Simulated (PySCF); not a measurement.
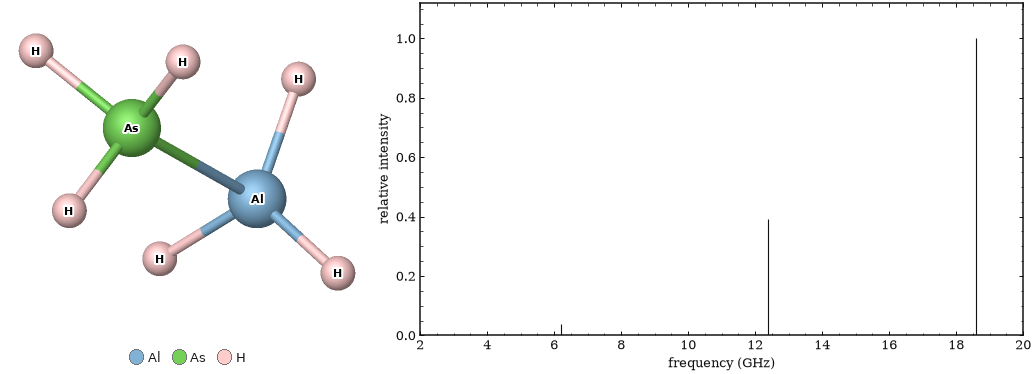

AlAsH₆, singlet. Simulated rotational absorption lines between 2 and 20 GHz at 2 K: rigid rotor with the equilibrium constants and dipole of one optimised conformer (PBE0-D3(BJ)/def2-SVP, PySCF 2.14.0), commonest isotopes; no centrifugal distortion, hyperfine structure, internal rotation or nuclear-spin weights; lines within 1 MHz of each other are summed.

Question: What are the rotational constants, and what kind of rotor is it?

Answer: Rotational constants A, B, C = 39.31, 3.099, 3.099 GHz; Ray's κ = −1.00, a prolate symmetric top.

Question: Which dipole components drive the lines?

Answer:
|μa|, |μb|, |μc| = 4.07, 0.00, 0.00 D; a-type lines carry 100 % of the intensity in this range.

Known limits of this run: coarse grid, loose stop and no frequency check, small forces are noise and the end may be a saddle.
